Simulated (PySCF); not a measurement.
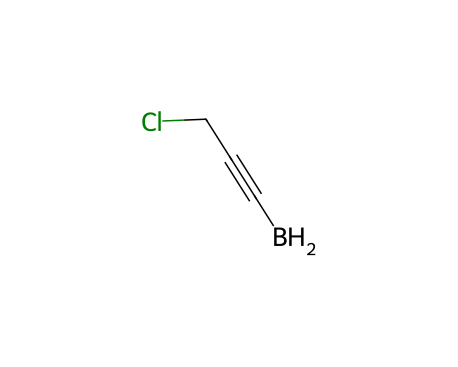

2D structure.

Give its SMILES.

BC#CCCl

Give the formula, hydrogens included.

C3H4BCl.

An optimisation with PBE0-D3(BJ)/def2-SVP gave a structure of which point group?

Cs.

More results for the same structure follow; atom numbers are the same in all pictures, views and colours differ. Computed geometry: PBE0-D3(BJ)/def2-SVP optimisation. No frequency run is at hand to confirm it as a minimum.

## NMR shielding

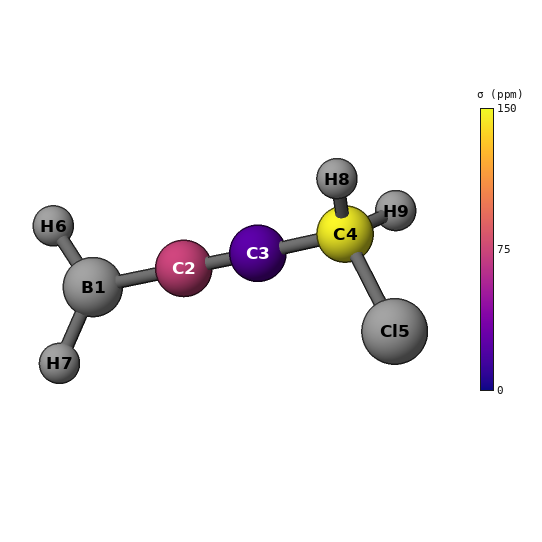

Atoms are coloured by their isotropic NMR shieldings (C only, the others grey). No frequency run is at hand to confirm it as a minimum. Level of theory: GIAO PBE0/pcSseg-2 NMR shielding, non-relativistic, gas phase (PySCF 2.14.0).

Give the isotropic NMR shieldings of the C atoms atom by atom.

| atom | σ (ppm) |
| --- | --- |
| C2 | 73.7 |
| C3 | 24.2 |
| C4 | 146.2 |

## Levels of theory compared

No frequency run is at hand to confirm it as a minimum. Program: PySCF 2.14.0.

Tabulate HOMO energy (eV), HOMO–LUMO gap (eV) at these levels: B97-D/pcSseg-2; BHandHLYP/pcSseg-2; BLYP/pcSseg-2; KT2/pcSseg-2; KT3/pcSseg-2; OPBE/pcSseg-2; PBE/pcSseg-2; PBE0/6-31G; PBE0/STO-3G; WP04/pcSseg-2; ωB97X-D/pcSseg-2.

| level | HOMO energy (eV) | HOMO–LUMO gap (eV) |
| --- | --- | --- |
| B97-D/pcSseg-2 | −6.81 | 3.63 |
| BHandHLYP/pcSseg-2 | −9.06 | 7.69 |
| BLYP/pcSseg-2 | −6.70 | 3.50 |
| KT2/pcSseg-2 | −6.86 | 3.52 |
| KT3/pcSseg-2 | −6.89 | 3.61 |
| OPBE/pcSseg-2 | −6.83 | 3.59 |
| PBE/pcSseg-2 | −6.84 | 3.48 |
| PBE0/6-31G | −7.92 | 5.73 |
| PBE0/STO-3G | −6.38 | 6.48 |
| WP04/pcSseg-2 | −9.09 | 4.86 |
| ωB97X-D/pcSseg-2 | −9.82 | 9.25 |

## Quadrupole coupling

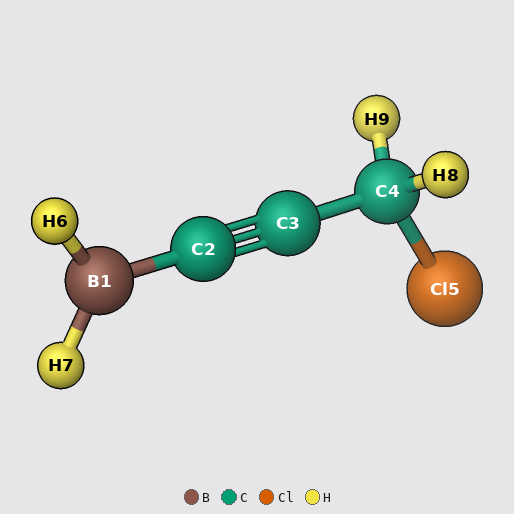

No frequency run is at hand to confirm it as a minimum. Electric field gradients from the ground-state density, PBE0/STO-3G (PySCF 2.14.0), non-relativistic apart from any core potentials.

Give the largest field-gradient component, the quadrupole coupling constant and the asymmetry for 11B at B1 (Q = 40.59 mb), 35Cl at Cl5 (Q = −81.7 mb), 2H at H6 (Q = 2.86 mb), 2H at H7 (Q = 2.86 mb), 2H at H8 (Q = 2.86 mb).

| atom | V_zz (a.u.) | e²qQ/h (MHz) | η |
| --- | --- | --- | --- |
| B1 | 0.444 | 4.23 | 0.29 |
| Cl5 | 3.857 | −74.0 | 0.01 |
| H6 | 0.177 | 0.119 | 0.15 |
| H7 | 0.178 | 0.119 | 0.15 |
| H8 | 0.286 | 0.192 | 0.04 |

## Bond orders

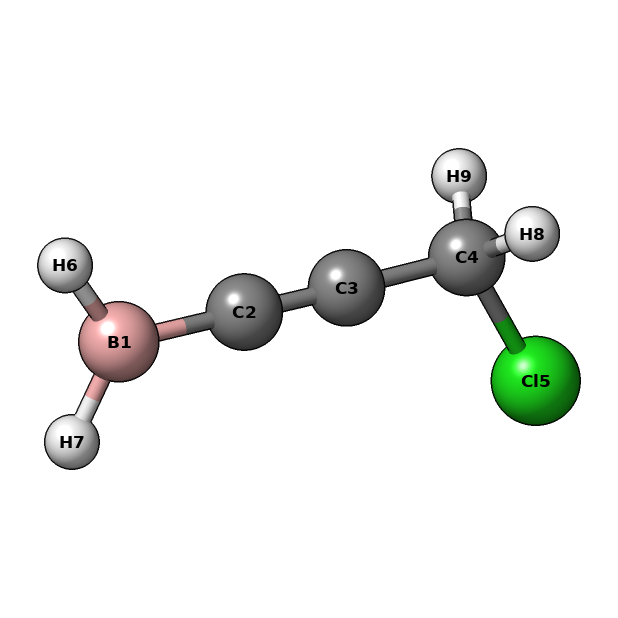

Every bond is drawn as one stick. No frequency run is at hand to confirm it as a minimum. Method: PBE0/6-31G (PySCF 2.14.0).

Which bond has the highest Mayer bond order?

C2–C3, 2.57, at a length of 1.224 Å.

List the Mayer bond orders of B1–C2, B1–H6, B1–H7, C2–C3, C3–C4, C4–Cl5, C4–H8 (one bond of each equivalent set).

| bond | Mayer order | length (Å) |
| --- | --- | --- |
| B1–C2 | 1.17 | 1.502 |
| B1–H6 | 0.96 | 1.207 |
| B1–H7 | 0.95 | 1.207 |
| C2–C3 | 2.57 | 1.224 |
| C3–C4 | 0.86 | 1.441 |
| C4–Cl5 | 1.01 | 1.796 |
| C4–H8 | 0.88 | 1.100 |
